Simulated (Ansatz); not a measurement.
```xyz
10

Si   -1.2353    1.2206   -0.5878
Sb    0.4942   -0.4439   -1.5312
Si    1.4680   -0.7566    0.8364
Cl   -0.9816   -2.2958   -1.3002
H    -2.3020    1.4346   -1.5986
H    -1.8255    0.7039    0.6724
H    -0.5406    2.5116   -0.3291
H     0.3796   -0.9067    1.8345
H     2.3369   -1.9608    0.8466
H     2.2894    0.4420    1.1601
```

Geometry: PBE0-D4/def2-TZVP; core potentials replace the inner electrons of Sb.

Level of theory: RKS PBE0-D4/def2-TZVPP (Ansatz 0.2.0).

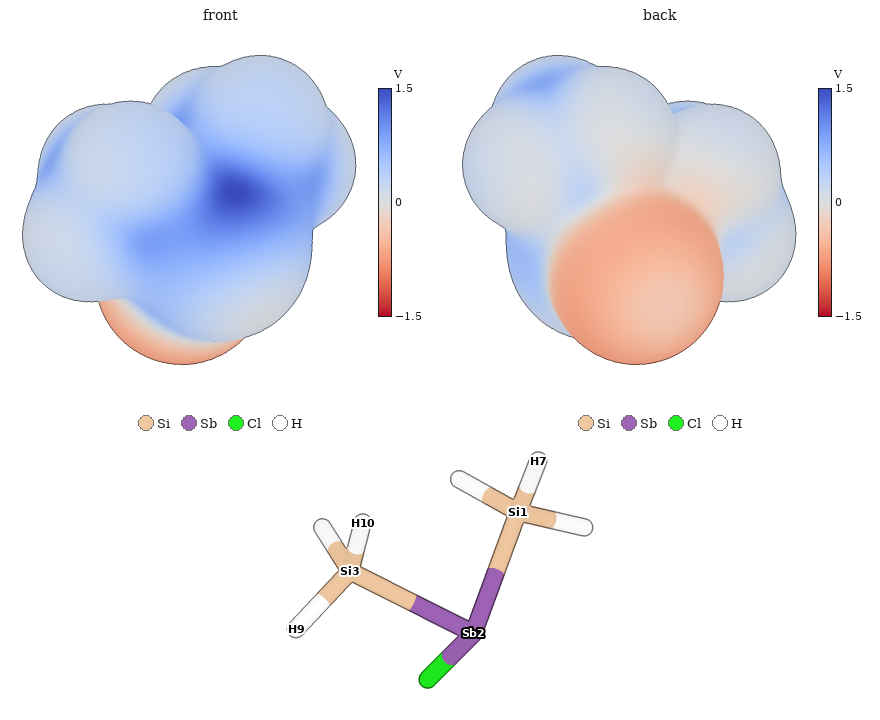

ClH$_{6}$SbSi$_{2}$ (SMILES [SiH3][Sb]([SiH3])[Cl]). The electrostatic potential painted on the density surface at 0.001 e/bohr³, seen from the front and from behind; the colour scale runs from red (negative) to blue (positive). The bare structure is drawn below in the same view.

Q: Which sites attract a positive test charge, and which a negative one?

A: A positive charge is drawn to the negative regions and a negative charge to the positive ones. The most negative region (about −0.7 V, or −16 kcal/mol for a unit charge) lies over Cl4, the most positive (about +1.4 V, or +32 kcal/mol for a unit charge) over Sb2.
